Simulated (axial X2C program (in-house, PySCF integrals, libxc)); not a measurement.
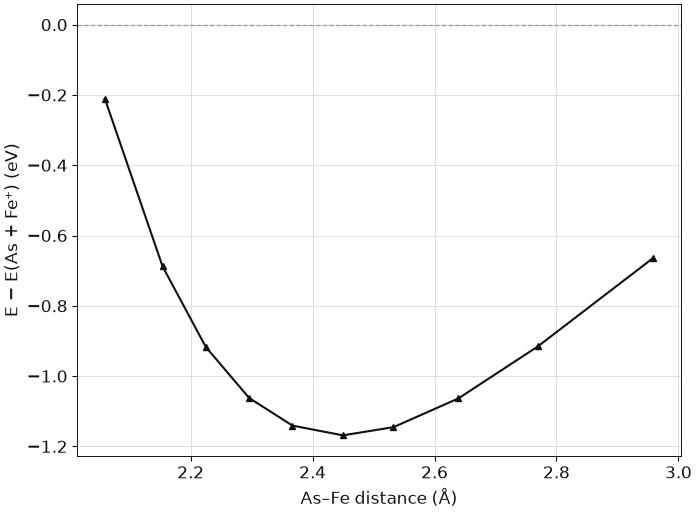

Figure 1. Energy at 10 bond lengths, for one set of occupations held fixed; the line joins the points. A polynomial of degree 6 through 9 points gives rₑ = 2.449 Å, ωₑ = 251.0 cm⁻¹, ωₑxₑ = 0.91 cm⁻¹ and Bₑ = 0.08777 cm⁻¹. The minimum lies 1.17 eV below As + Fe⁺, each computed as one determinant at the same level.

**Relativistic diatomic calculation, with input and output: AsFe⁺**

System: AsFe⁺, single determinant with M_S = 3 and |Λ| = 1.
Method: PBE50, spin-free X2C-1e, As dyall-v3z, Fe dyall-v3z (cores contracted) (axial X2C program (in-house, PySCF integrals, libxc)).

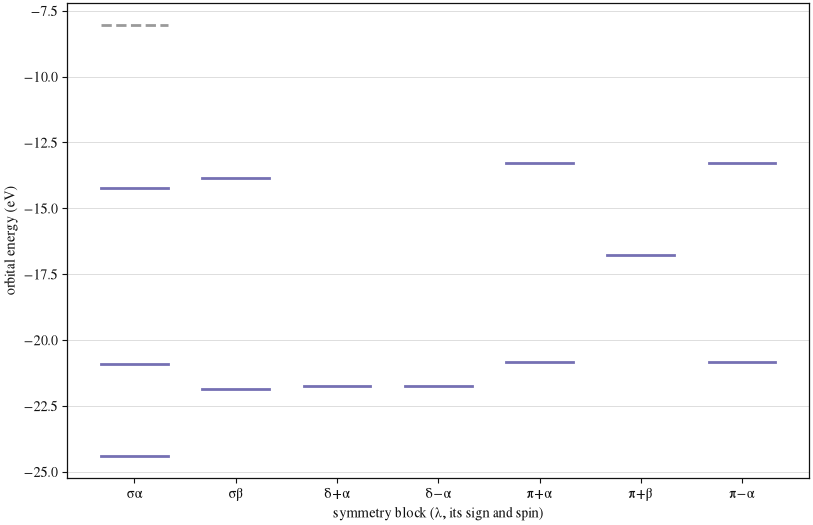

Figure 2. Orbital energies near the frontier at 2.37 Å, filled (solid) and empty (dashed); a label such as π−α means λ = −1 and α spin. The highest filled orbital (π−α; 84 % As p, 9 % Fe p) lies at −13.27 eV, the lowest empty one (σα; 37 % Fe p, 32 % Fe s) at −8.04 eV.

Input and output of the run follow.

## Input
```
{"zs": [33, 26], "q": 1, "bas": ["dyall-v3z", "dyall-v3z"], "levels": ["PBE0", "HF", "TPSSh", "PBE50"], "cc": false, "r0": 2.37, "npts": 10, "nst": 2, "ntry": 6}
```

The line is the task of a batch: nuclear charges, charge, bases, the levels to run, a first guess of the distance and further settings. This report covers PBE50 without spin-orbit coupling. The log is that of the reference distance 2.367 Å.

The run was one of a batch that the task file lists, launched with:
```bash
python <driver script> task.json out
```

## The program's output
```
spin-free X2C-1e  PBE50
basis functions 181  fitting functions 1094  grid points 5801
iter        total energy     max residual
   1      -3532.755444053     8.80e-02
   2      -3532.761828526     7.17e-03
   3      -3532.762953548     1.85e-02
   4      -3532.763527782     7.09e-03
   5      -3532.763653811     1.66e-03
   6      -3532.763668406     1.17e-03
   7      -3532.763674380     3.68e-04
   8      -3532.763677014     4.91e-04
   9      -3532.763677908     1.73e-04
  10      -3532.763678108     1.99e-05
  11      -3532.763678120     1.59e-05
  12      -3532.763678123     1.50e-06
converged
one-electron -5272.94479890  Coulomb 1688.41815885  exact exchange -68.74629227  xc functional -71.30910109  nuclear repulsion 191.81835529
```

## The points of the curve

| R (Å) | E (hartree) | dipole (D; origin at the first atom, positive when the second is positive) | highest filled (eV) | lowest empty (eV) |
| --- | --- | --- | --- | --- |
| 2.059 | −3532.729495 | 9.63 | −13.68 | −8.74 |
| 2.154 | −3532.747040 | 10.04 | −13.54 | −8.46 |
| 2.225 | −3532.755470 | 10.31 | −13.44 | −8.26 |
| 2.296 | −3532.760790 | 10.55 | −13.35 | −8.09 |
| 2.367 | −3532.763678 | 10.78 | −13.27 | −8.04 |
| 2.450 | −3532.764698 | 11.00 | −13.20 | −8.10 |
| 2.533 | −3532.763841 | 11.20 | −13.14 | −8.15 |
| 2.639 | −3532.760836 | 11.40 | −13.08 | −8.20 |
| 2.769 | −3532.755401 | 11.57 | −13.04 | −8.24 |
| 2.959 | −3532.746144 | 11.74 | −13.02 | −8.23 |

## Results in brief

- outcome: converged
- bond length rₑ: 2.449 Å
- ωₑ: 251.0 cm⁻¹
- energy at the minimum: −3532.76470 hartree
- depth below the fragments: 1.17 eV
- largest ⟨S²⟩ along the curve: 12.27
- hardware: 1 thread of Arm Neoverse N1, 98 GiB of memory available, shared host
- wall time: 18 s
- peak memory: 0.41 GiB
